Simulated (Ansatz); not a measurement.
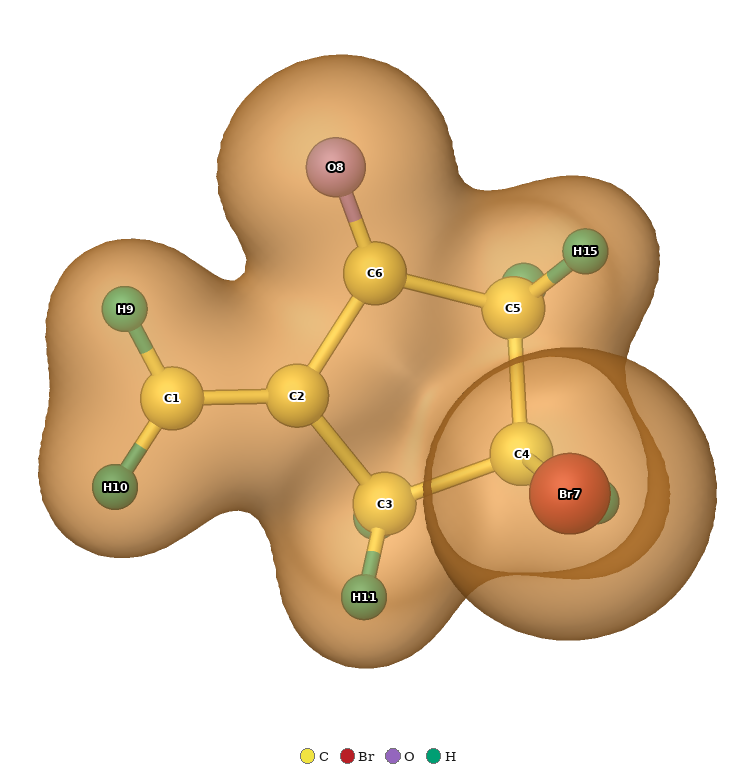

Figure 1: C₆H₇BrO (SMILES C=C1C[C@H](Br)CC1=O). Isosurface of the electron density at 0.1 e/Å³ (orange), seen across its widest extent.

Geometry: B3LYP/def2-SVP.

Computed with isolated molecule in a Gaussian basis; Kohn-Sham density functional theory, functional PBE0 in Ansatz 0.2.0.

```xyz
15

C    -1.9681   -1.0824   -2.2217
C    -1.0424   -0.7308   -1.3226
C     0.4249   -0.4269   -1.5159
C     1.0445   -0.6162   -0.1182
C    -0.0614   -0.2113    0.8568
C    -1.3644   -0.5847    0.1416
Br    1.5289   -2.5270    0.1619
O    -2.4486   -0.7174    0.6561
H    -2.9938   -1.2628   -1.8858
H    -1.7413   -1.2036   -3.2846
H     0.9139   -1.0321   -2.2914
H     0.5542    0.6358   -1.7994
H     1.9888   -0.0790    0.0195
H    -0.0559    0.8899    0.9746
H     0.0086   -0.6517    1.8597
```

Q: What does this surface tell about the bonding?

A: At this value the surface is in one piece. It bridges the sampled C–O (1.21 Å), C–C (1.34 Å), C–Br (1.99 Å) and C–H (1.09 Å) contacts, where the density stays above the isovalue. On the grid the lowest density along these lines, outside the cores, is 2.8 e/Å³ (C–O, 1.21 Å), 2.3 e/Å³ (C–C, 1.34 Å), 0.92 e/Å³ (C–Br, 1.99 Å) and 1.9 e/Å³ (C–H, 1.09 Å).
